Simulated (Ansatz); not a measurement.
Input file:

```
crystal:
  periodic: [false, false, false]
  atoms:
    - {symbol: F, position_ang: [0.393852, 1.647895, 1.967310]}
    - {symbol: C, position_ang: [-0.012980, 0.921741, 0.928570]}
    - {symbol: B, position_ang: [0.760004, -0.172784, 0.355441]}
    - {symbol: Si, position_ang: [-0.235779, -0.871140, -1.070716]}
    - {symbol: F, position_ang: [-1.657802, -0.293338, -1.494683]}
    - {symbol: H, position_ang: [-0.988195, 1.280143, 0.599461]}
    - {symbol: H, position_ang: [1.824431, -0.589813, 0.688251]}
    - {symbol: H, position_ang: [0.008668, -1.979802, -2.029534]}
basis:
  gaussian: {orbitals: def2-TZVPP}
hamiltonian: {xc: pbe0, dispersion: d4}
output: {orbitals: {seedname: orbitals}}
```

Command:

```sh
ansatz run in.yaml --threads 2 --pin off --events-out ev --progress --plain --max-ram 4352MiB
```

Geometry: PBE0-D4/def2-TZVP.

The calculation used RKS PBE0-D4/def2-TZVPP (Ansatz).

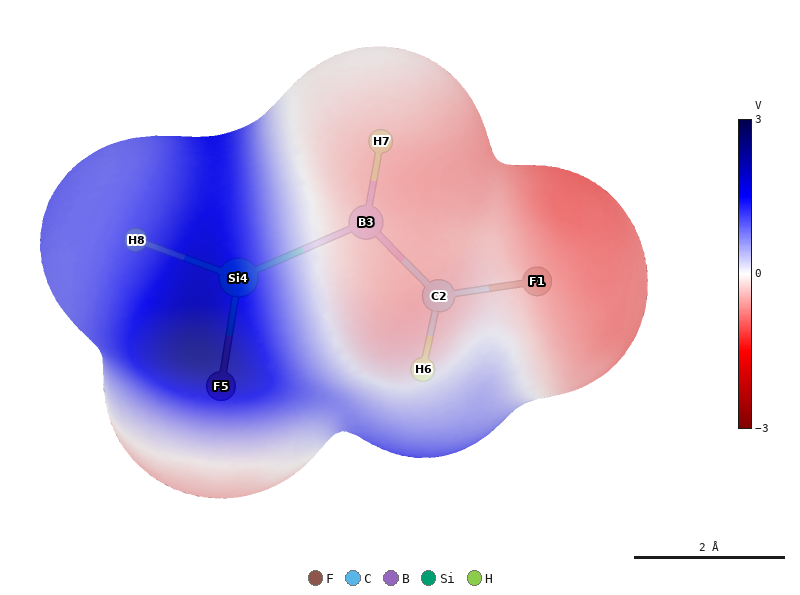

CH$_{3}$BF$_{2}$Si. The molecular electrostatic potential painted on the density surface at 0.002 e/bohr³, seen at a tilt; red is negative and blue positive.

Where is the surface potential most negative and most positive?

Answer. The most negative region (about −0.9 V) lies over F1, the most positive (about +2.4 V) over Si4.
